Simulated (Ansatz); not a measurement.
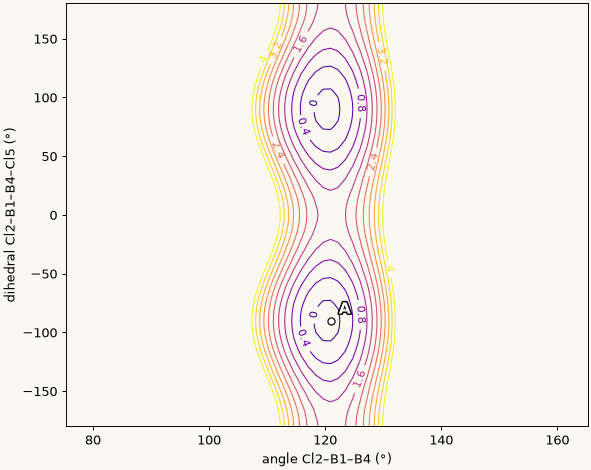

B2(Cl)4. The first coordinate is: angle Cl2–B1–B4; the second: dihedral Cl2–B1–B4–Cl5. Nothing is relaxed (all other coordinates rigid). The scan uses a 9 × 10 grid; 59 points were computed and 31 follow by symmetry. Energies are in kcal/mol, from the lowest grid point. All numbers below come from RKS r2SCAN-D4/def2-SVP in Ansatz.

The picture shows contour lines labelled in kcal/mol (none above 4), the point A. Between grid points the surface is interpolated.

> Find the lowest pass out of the well at A.

The easiest path leads from the well at about angle Cl2–B1–B4 = 121°, dihedral Cl2–B1–B4–Cl5 = −90° to a well of about the same depth at about angle Cl2–B1–B4 = 121°, dihedral Cl2–B1–B4–Cl5 = 90°. Its highest point lies about 1.5 kcal/mol above the bottom of the first well on the interpolated surface, at angle Cl2–B1–B4 = 120.3°, dihedral Cl2–B1–B4–Cl5 = −180°. The start is the relaxed structure and all else is held, so a fully relaxed path at this level can only be lower.

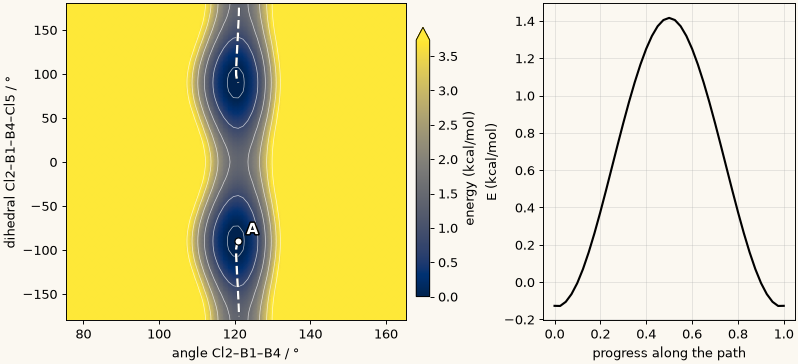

The picture shows a smooth colour map with a few white contour lines, a line along the lowest path, one colour for all values above the top of the scale, the energy along the path at the right. Between grid points the surface is interpolated.
